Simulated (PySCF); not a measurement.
**C4H4O3, SMILES `COC(=O)C=C=O`: what the electrons do**

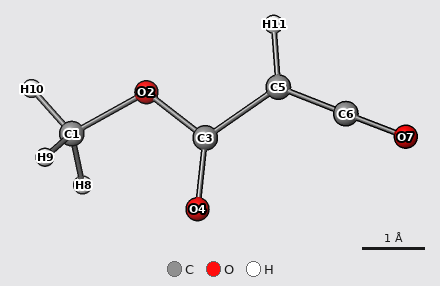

The molecule, with its atoms numbered as below. No frequency check shows the geometry to be a minimum.

Cartesian coordinates (Å):

```
C1      -2.7183    0.0224    0.0009
O2      -1.4634    0.6872    0.0005
C3      -0.3826   -0.1116    0.0000
O4      -0.4341   -1.3132    0.0001
C5       0.8339    0.7119   -0.0008
C6       2.0439    0.2316   -0.0002
O7       3.1183   -0.1858    0.0004
H8      -2.8148   -0.6090   -0.8895
H9      -2.8173   -0.6035    0.8855
H10     -3.4736    0.8040   -0.0026
H11      0.6787    1.7773   -0.0015
```

Part 1: Bonding charge

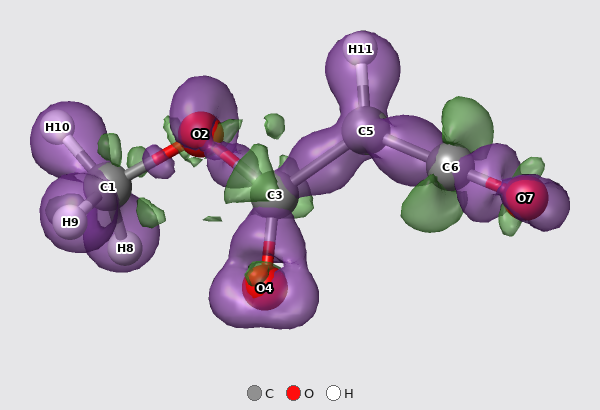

Deformation density (molecule less spherical, spin-averaged free atoms at the same positions), surfaces at ±0.14 e/Å³; purple: gain, green: loss.

Computed with PySCF, B3LYP/def2-SVP, geometry: GFN2-xTB.

Question: Describe the bonding that the map shows.

Answer: The five largest and four smallest: C1–H10: +0.75 e/Å³ at the bond critical point (bond length 1.09 Å, Mayer order 1.0). C1–H9: +0.75 e/Å³ at the bond critical point (bond length 1.09 Å, Mayer order 1.0). C1–H8: +0.73 e/Å³ at the bond critical point (bond length 1.10 Å, Mayer order 1.0). C6–O7: +0.71 e/Å³ at the bond critical point (bond length 1.15 Å, Mayer order 2.4). C5–H11: +0.67 e/Å³ at the bond critical point (bond length 1.08 Å, Mayer order 0.9). C3–C5: +0.52 e/Å³ at the bond critical point (bond length 1.47 Å, Mayer order 1.0). C5–C6: +0.48 e/Å³ at the bond critical point (bond length 1.30 Å, Mayer order 1.6). O2–C3: +0.27 e/Å³ at the bond critical point (bond length 1.34 Å, Mayer order 1.2). C1–O2: +0.03 e/Å³ at the bond critical point (bond length 1.42 Å, Mayer order 0.9); up to 0.6 Å beside the axis the gain reaches +0.28 e/Å³. In all, 2.6 electrons gather in the regions of gain relative to the promolecule. A small or negative value marks a very polar bond, one between electron-rich atoms, whose free-atom densities already overlap strongly, a long bond to a heavier atom, or a closed-shell contact such as a hydrogen bond.

Question: Where do the Hirshfeld charges lie?

Answer: The highest Hirshfeld charge is on C6 (+0.24 e), the lowest on O4 (−0.28 e).

Part 2: Bond critical points

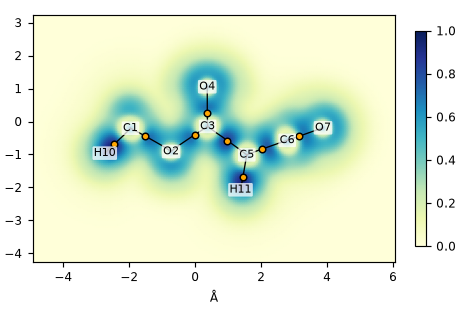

Localised orbital locator (LOL) in a plane through 9 of the atoms, with bond paths and bond critical points (dots).

Question: What values does LOL take at the bond critical points in this plane?

Answer: C1–H10: about 0.91; C5–H11: about 0.89; C3–C5: about 0.82; C5–C6: about 0.60; O2–C3: about 0.51; C1–O2: about 0.51; C3–O4: about 0.45; C6–O7: about 0.43. Values above 0.5 mark slow, localised electrons, as in shared pairs; low values at a critical point mark a polar or closed-shell contact whose critical point lies between the shells.

Question: Where along C3–O4 does the critical point lie?

Answer: 0.40 Å from C3 and 0.80 Å from O4.

Part 3: Local ionisation energy

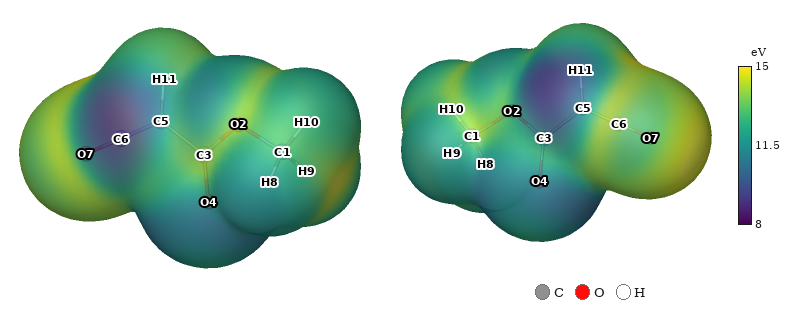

Average local ionisation energy on the surface of electron density 0.001 a.u. (back view left, front view right).

Question: Where are the most loosely bound electrons on this surface?

Answer: The lowest value is 8.8 eV, over C5, off the plane of its three bonds (2.1 Å), and at like points elsewhere. Further minima include 10.2 eV, 1.8 Å from O4; 10.6 eV, near O4 (1.77 Å) and H8 (1.93 Å), and at like points elsewhere; 12.1 eV, 1.4 Å from H10. For comparison, the highest occupied orbital lies at −7.3 eV.

Part 4: In an electric field

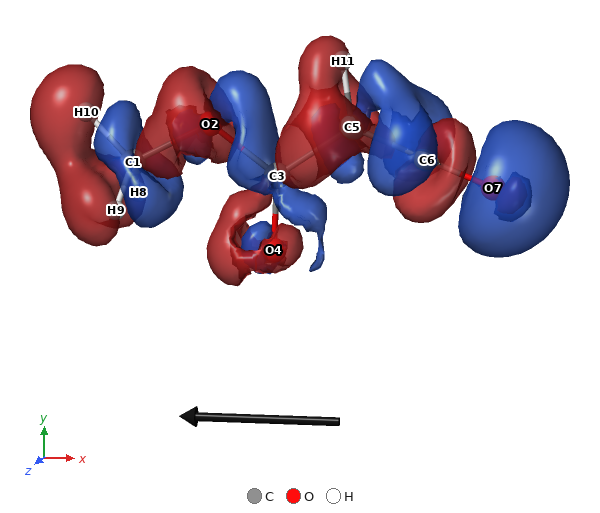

Change of the electron density in a uniform field of 0.26 V/Å along −x (arrow), surfaces at ±0.002 e/Å³ (blue: gain, red: loss).

PySCF calculation, PBE0/6-311+G**, gas phase; geometry: GFN2-xTB. The basis has diffuse s and p functions alone, which still leaves polarisabilities too small, most of all across bonds.

Question: How large is the response?

Answer: The induced dipole is 1.08 D (along the field); α along this axis, from the fields in both directions, is 85 bohr³ (12.6 Å³).

Question: Which atoms gain and lose the most charge?

Answer: Electrons gather most on O7 (Hirshfeld charge changes by −0.027 e) and leave H10 most (+0.009 e); 0.081 electrons are displaced in all.

Part 5: Localised orbitals

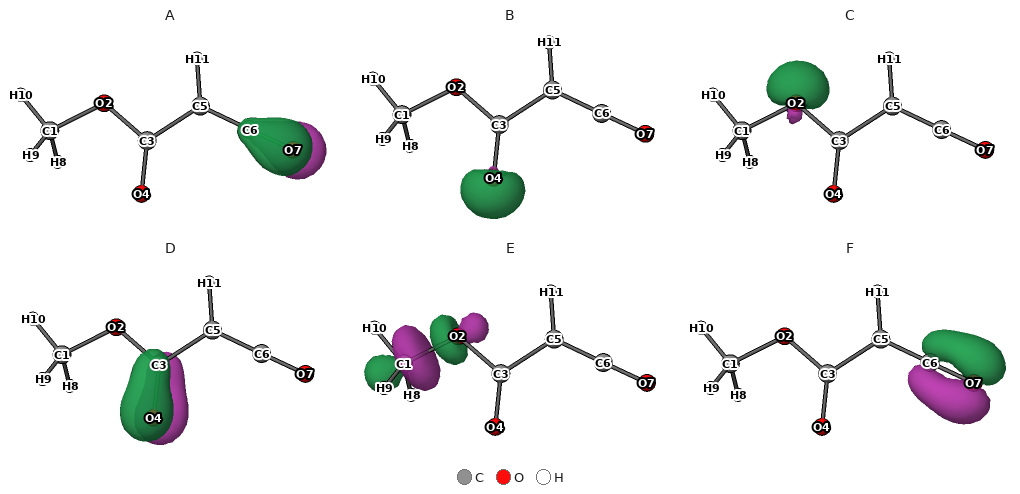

Intrinsic bond orbitals (IBO), occupied and valence-virtual; each surface holds about 70 % of the orbital's density. Energies are diagonal elements of the Fock matrix.

Computed with PySCF, B3LYP/def2-TZVP, geometry: GFN2-xTB.

Question: Name the orbitals, with their atomic make-up and energies.

Answer: By panel:
- A: lone pair on O7, partly donated to C6 (O7 82 %, C6 14 %, C5 3 %; −11.9 eV)
- B: lone pair on O4 (sp0.7-type) (O4 100 %; −15.4 eV)
- C: lone pair on O2 (sp1.4-type) (O2 98 %; −14.6 eV)
- D: π bond O4–C3 (O4 71 %, C3 27 %; −10.4 eV)
- E: σ* orbital C1–O2, mostly on C1 (C1 65 %, O2 34 %; 6.3 eV)
- F: π bond O7–C6 (O7 69 %, C6 30 %; −12.8 eV)

Question: How do all the valence pairs divide up?

Answer: 19 pairs: 10 σ bonds, 5 lone pairs, 3 two-centre π bonds and 1 strongly polarised pair.

The PySCF runs shown took 16 s, 68 s and 45 s on 1 thread of Arm Neoverse V2, with other jobs on the host.
